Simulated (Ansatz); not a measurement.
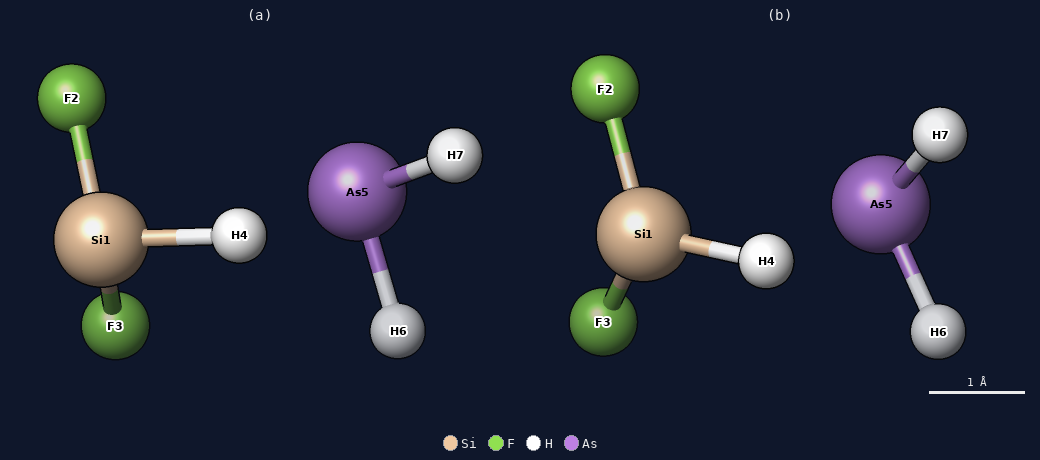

The structure of SiAsH₃F₂ (coarse preliminary run) before (left) and after (right) a saddle-point search, at one scale.

A ball-and-stick model, seen at a tilt.

The reaction that was planned forms Si1–H4, Si1–As5 and breaks H4–As5 (atoms numbered from 1 in input order).

Level of theory: RKS PBE0-D4/def2-SVP in Ansatz 0.2.0. 

> Summarise the run.

The atom that moves furthest after the best rigid fit is H7 (0.43 Å). Largest moves by element: H 0.43 Å, F 0.34 Å, Si 0.28 Å, As 0.20 Å. Some distances before and after: Si1–As5 2.880 → 2.671 Å, H4–As5 1.974 → 2.106 Å, Si1–H4 1.563 → 1.508 Å, Si1–F3 1.639 → 1.620 Å. Among the angles between lasting bonds that change: F3–Si1–H4 103.8° → 119.5°, F2–Si1–H4 106.6° → 119.5°, F2–Si1–F3 102.7° → 108.0°. The search converged after 18 steps with a largest force component of 0.0058 eV/Å and a curvature of −14.02 eV/Å² along the mode that it followed.
